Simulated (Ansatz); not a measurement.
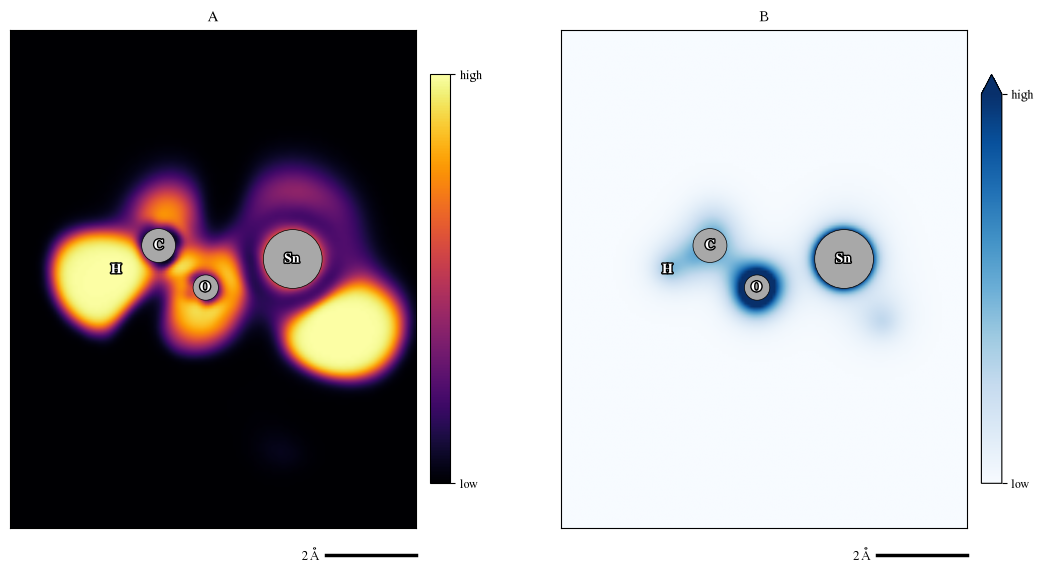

CH6OSn···SiH4: 2 fields on the plane of atoms Sn1, O2 and C3, with unlabelled colour scales. Grey discs cover the atomic cores.

Core potentials replace the inner electrons of Sn; not at a stationary point (largest force 1.0 eV/Å).

Theory: UKS B3LYP-D4/def2-SVP in Ansatz.

```yaml
atoms:
  - { symbol: Sn, position_ang: [-1.1844, 1.1838, -0.1681] }
  - { symbol: O, position_ang: [-0.7556, -0.7513, -0.6276] }
  - { symbol: C, position_ang: [-0.6845, -1.1576, -1.9695] }
  - { symbol: H, position_ang: [-2.5926, 1.5965, -1.0688] }
  - { symbol: H, position_ang: [0.1531, 2.1652, -0.6197] }
  - { symbol: H, position_ang: [-1.4549, 1.1514, 1.5188] }
  - { symbol: H, position_ang: [0.9835, -0.5877, 0.8311] }
  - { symbol: Si, position_ang: [1.6933, -0.0697, 1.9831] }
  - { symbol: H, position_ang: [-0.6257, -2.2641, -2.0022] }
  - { symbol: H, position_ang: [-1.5746, -0.8643, -2.5688] }
  - { symbol: H, position_ang: [0.2144, -0.7651, -2.4971] }
  - { symbol: H, position_ang: [3.1520, -0.3752, 1.8864] }
  - { symbol: H, position_ang: [1.5276, 1.4154, 2.0659] }
  - { symbol: H, position_ang: [1.1480, -0.6769, 3.2362] }
```

Q: Match the panels to the quantities (electron density and electron localisation function).

A: Panel A: electron localisation function. Panel B: electron density. From the grid: C–O (1.40 Å): the density is about 2.1 e/Å³ at the midpoint, with its minimum of 1.8 e/Å³ about 0.5 Å from C; the ELF peaks at about 0.90 between the atoms: a shared but strongly polarised pair. Sn–O (2.03 Å): ρ at the midpoint is about 0.65 e/Å³; the ELF peaks at about 0.85 in the valence shell of O, 0.6 Å from its nucleus, and drops to about 0.15 between the two atoms.
